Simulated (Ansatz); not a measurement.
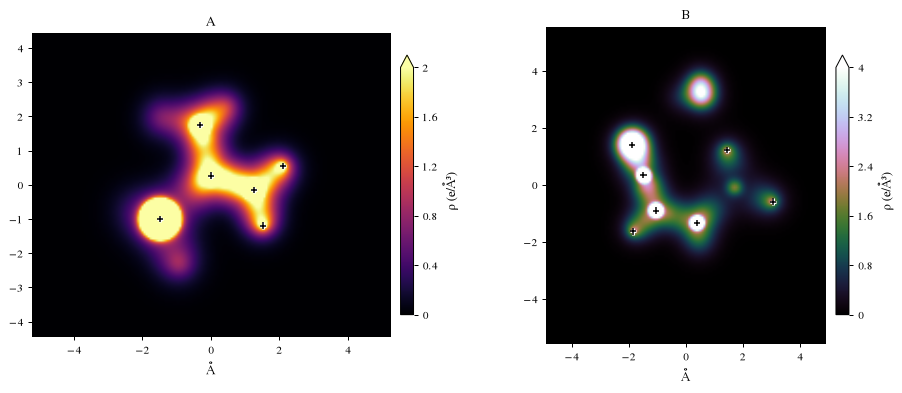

The total electron density of 2 systems, each on a plane through atoms (crosses mark nuclei in the plane).

Computed with RHF/def2-SVP in Ansatz 0.2.0.

System 1: C$_{4}$H$_{9}$FGe, the plane of atoms C3, C2 and Ge5. 

```xyz
15

C     0.2532   -1.1124    1.7696
C     0.4938   -0.2527    0.7883
C     1.1572    1.0669    1.0725
F     0.6191    2.0490    0.2851
Ge    0.0207   -0.6674   -1.0807
C    -1.5449    0.3488   -1.6739
H    -0.1778   -2.0901    1.5897
H     0.4825   -0.8819    2.8069
H     1.0367    1.3658    2.1134
H     2.2219    1.0198    0.8409
H    -0.2699   -2.1773   -1.1426
H     1.2293   -0.3546   -1.9801
H    -1.3443    1.4176   -1.6053
H    -1.7921    0.1013   -2.7075
H    -2.4073    0.1163   -1.0472
```

System 2: C$_{3}$H$_{6}$OSi···H$_{2}$O, the plane of atoms C3, C4 and H11. Not at a stationary point (largest force 0.8 eV/Å).

```xyz
14

H    -1.0711    1.0213    0.1473
Si   -0.9350    0.4279   -1.1645
C     1.3844   -0.6801    0.8613
C     1.0716   -1.4536   -0.1449
C    -0.1382   -1.3025   -1.0491
O     1.6737   -0.0113    1.7453
H     0.1032    1.4577    2.4758
O    -0.5884    2.0238    2.1404
H    -2.2592    0.2847   -1.8164
H    -0.0875    1.3015   -2.0157
H     1.7462   -2.2936   -0.2684
H    -0.9103   -2.0212   -0.7558
H     0.1594   -1.5833   -2.0629
H    -0.1492    2.8285    1.9076
```

Match each panel to its system.

Answer. Panel A is system 1, C$_{4}$H$_{9}$FGe: the plane holds C, Ge and H. C–C (1.33 Å): the density is about 2.4 e/Å³ at the midpoint. Panel B is system 2, C$_{3}$H$_{6}$OSi···H$_{2}$O: the plane holds H, C and O. C–O (1.15 Å): the density is about 3.8 e/Å³ at the midpoint.
